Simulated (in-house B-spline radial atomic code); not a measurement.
## RPA and GW calculation for He

He, configuration 1s2. Computed at this level: RPA, second-order and SOSEX correlation energies and G0W0 (contour deformation) on a non-relativistic mean field, all electrons, B-spline basis (in-house B-spline radial atomic code).

**Input file**
```
Z = 2
electrons = 2.0
configuration = 1s2
hamiltonian = nr
method = pbesol
lmax = 9
spin_polarised = False
box_radius = 40.0
intervals = 44
ion_configuration = 1s1
```

Hardware: 1 CPU thread, shared host.

The run was one of a batch that the task file lists, launched with:
```bash
python <driver script> task.json out
```

The program writes its results to a structured record and prints no log; tables and figures of this report are taken from that record.

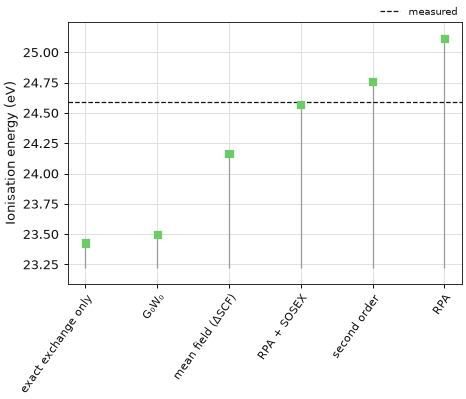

Ionisation energy of He (1s² → 1s). All-electron spherical atom, non-relativistic, PBEsol start, no spin-orbit coupling, Breit or QED terms; computed with a B-spline radial code. Differences of total energies, each species on its own start, beside the G₀W₀ level.

```tsv
Method	Ionisation energy (eV)
mean field (ΔSCF)	24.17
exact exchange only	23.43
second order	24.76
RPA	25.12
RPA + SOSEX	24.57
G₀W₀	23.49
```

The values run from 23.43 eV (exact exchange only) to 25.12 eV (RPA). The measured value is 24.59 eV; nearest to it come RPA + SOSEX (−0.02) and second order (+0.17), furthest exact exchange only (−1.16 eV).

**Summary**

```tsv
quantity	value
outcome	converged
mean-field total energy	−2.85772 hartree
total energy with exact exchange alone	−2.86023 hartree
exact exchange energy	−1.00680 hartree
RPA correlation, extrapolated in the angular momentum of the empty orbitals	−0.08412 hartree
RPA correlation, as summed	−0.08402 hartree
direct second-order term	−0.09810 hartree
second-order exchange term	0.04905 hartree
SOSEX term	0.04206 hartree
wall time	1.2 s
```
